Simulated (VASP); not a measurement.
Band structure of CeO2 (fluorite). Calculation: r2SCAN meta-GGA with spin-orbit coupling, VASP's PBE PAW potentials (set 64) (plane waves; VASP).

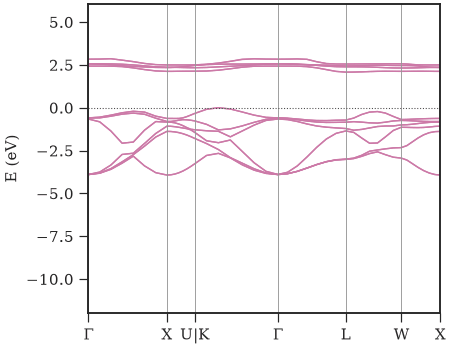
Bands along high-symmetry lines, zero at the valence-band maximum or, without a gap, the Fermi level

Question: Read the plot: is there a gap, and where are the band edges?

Answer: The gap is indirect, 2.08 eV, from the valence maximum at K-Γ at 0.29 to the conduction minimum at L.

The compound is CeO2 in the fluorite structure. It was relaxed first.
